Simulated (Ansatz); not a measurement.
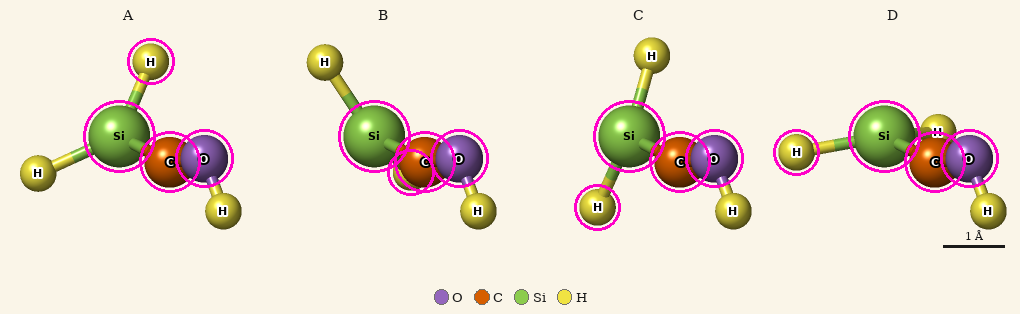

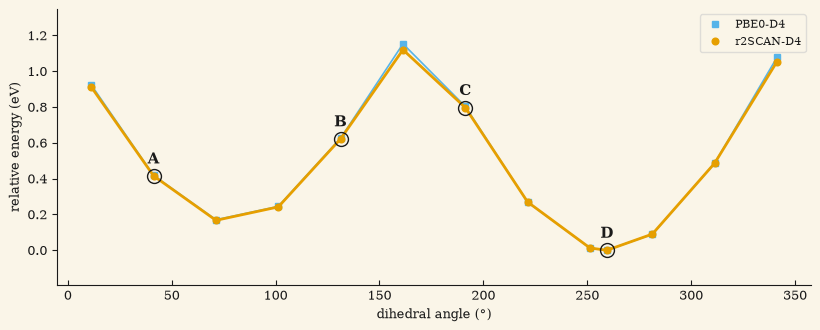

A scan of CH$_{3}$OSi (charge +1): one O–C–Si–H dihedral angle is varied, with the rest of the molecule carried along rigidly. The lettered frames are marked on the plot, at the values of r2SCAN-D4. A ball-and-stick model, seen almost along the central bond, with a slight tilt. The ringed atoms are those of the scanned coordinate.

Computed with Ansatz: r2SCAN-D4, PBE0-D4, basis def2-TZVPP, on geometries moved rigidly from the minimum at PBE0-D4/def2-TZVP. Energies are counted from the PBE0-D4/def2-TZVP minimum geometry at the same level.

**What does the scan show?**

With r2SCAN-D4: the lowest computed point lies at the dihedral 259.4° (0.000 eV). Further local minima among the points: 71.3° (0.167 eV). A local maximum lies at 161.3° (1.120 eV). The highest point, at 161.3°, lies 1.120 eV above the lowest and gives an upper estimate of the barrier to rotation, since the rotor is rigid. At 161.3° the levels give r2SCAN-D4 1.120 eV, PBE0-D4 1.153 eV.
